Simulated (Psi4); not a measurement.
**C2H5B+ (SMILES B[CH+][CH2]), run twice**

Aim: the energy of C2H5B+ at ROHF/6-311++G(3df,3pd) (density fitting).

The results are computed with Psi4 1.11.

1 further run of the same task is left out (set aside as unsound or not needed).

### Step 1. The molecule

C2H5B+ has 8 atoms, charge +1, and is taken as a doublet. SMILES: `B[CH+][CH2]`. Geometry: relaxed at GFN2-xTB. This is one conformer, not always the lowest.

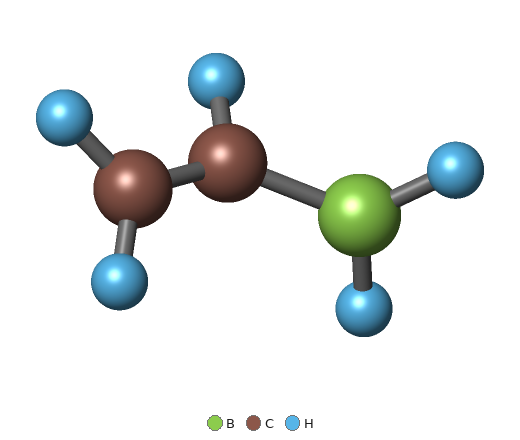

The structure, seen from a chosen angle (boron green, carbon brown, hydrogen blue).

### Step 2. The input as first written

Input file c2h5b.xyz:

```xyz
8
C2H5B
B     -0.894150     0.775980    -0.610660
C      0.137510     0.177030     0.318180
C      0.827730    -0.967230     0.355970
H     -1.996510     0.402290    -0.443950
H     -0.718060     1.598940    -1.419310
H      0.365890     0.945590     1.074650
H      0.469990    -1.887060    -0.094730
H      1.807600    -1.045530     0.819850
```

Input file run.py:

```python
import psi4

psi4.set_memory('1600 MB')
psi4.set_num_threads(1)
psi4.set_output_file('psi4.out', False)

with open('c2h5b.xyz') as f:
    atoms = ''.join(f.readlines()[2:])
molecule = psi4.geometry('1 2\n' + atoms + 'symmetry c1')

psi4.set_options(dict(basis='6-311++G(3df,3pd)', reference='rohf', scf_type='df'))

energy_value = psi4.energy('hartree-fock', molecule=molecule)
print(f'hartree-fock energy: {energy_value:.10f} Eh')
```

On the command line:

```sh
$ python run.py
```

psi4.out:

```text
Psi4 1.11 release
```

The script printed:

```text
Traceback (most recent call last):
  File "run.py", line 13, in <module>
    energy_value = psi4.energy('hartree-fock', molecule=molecule)
psi4.driver.p4util.exceptions.MissingMethodError: Method=hartree-fock is not available for any derivative level.
```

It took 1.7 s on 1 thread of AMD EPYC 7R43 (Zen 3), shared host; peak memory 0.13 GiB.

### Step 3. Reading the log

The input was rejected.

The log says `psi4.driver.p4util.exceptions.MissingMethodError: Method=hartree-fock is not available for any derivative level.`. What is wrong: the keyword for the method is given a word that it doesn't take. To mend it: method HF in place of HARTREE-FOCK.

### Step 4. Second attempt

c2h5b.xyz is that of step 2.

Input file c2h5b.py:

```python
import psi4

psi4.set_memory(1600000000)
psi4.set_num_threads(1)
psi4.core.set_output_file('c2h5b.out', False)

with open('c2h5b.xyz') as f:
    atoms = ''.join(f.readlines()[2:])
geom = psi4.geometry('1 2\n' + atoms + 'symmetry c1')

psi4.set_options({
    'basis': '6-311++G(3df,3pd)',
    'reference': 'rohf',
    'scf_type': 'df',
})

E = psi4.energy("hf", molecule=geom)
print(f'total energy {E:.8f} hartree = {E * 27.211386:.5f} eV')
```

On the command line:

```sh
$ python c2h5b.py
```

c2h5b.out:

```text
[...]
  Running in c1 symmetry.
[...]
  Nuclear repulsion =   57.848903646416005
[...]
  Multiplicity = 2
[...]
  Nalpha       = 11
  Nbeta        = 10
[...]
    Number of basis functions: 207
[...]
   @DF-ROHF iter   1:  -102.88872010162649   -6.20648e-01   1.04984e-03 DIIS
[...]
   @DF-ROHF iter  10:  -102.99472968097498   -2.40474e-07   3.61675e-07 DIIS
[...]
    Orbital Energies [Eh]
    ---------------------
    Doubly Occupied:
       1A    -11.547498     2A    -11.540305     3A     -7.827521
       4A     -1.336066     5A     -1.093916     6A     -0.939809
       7A     -0.907832     8A     -0.830612     9A     -0.744964
      10A     -0.722809
    Singly Occupied:
      11A     -0.462596
[...]
  @DF-ROHF Final Energy:  -102.99472968097498
   => Energetics <=
    Nuclear Repulsion Energy =             57.8489036464160051
    One-Electron Energy =                -246.0227505059503414
    Two-Electron Energy =                  85.1791171785593377
    Total Energy =                       -102.9947296809749986
[...]
 Multipole Moments:
 ------------------------------------------------------------------------------------
     Multipole            Electronic (a.u.)      Nuclear  (a.u.)        Total (a.u.)
 ------------------------------------------------------------------------------------
 L = 1.  Multiply by 2.5417464519 to convert [e a0] to [Debye]
 Dipole X            :         -0.1225694            0.6306282            0.5080589
 Dipole Y            :          0.3080122           -0.6404347           -0.3324225
 Dipole Z            :         -0.0473977            0.4013734            0.3539756
 Magnitude           :                                                    0.7027996
[...]
```

The script printed:

```text
total energy -102.99472968 hartree = -2802.62935 eV
```

Run time: 5.4 s. Hardware: 1 thread of AMD EPYC 7R43 (Zen 3), shared host; peak memory 0.42 GiB.

### Step 5. Summary of results

At ROHF/6-311++G(3df,3pd) (density fitting):

| quantity | value |
| --- | --- |
| total energy | -102.99473 Eh |
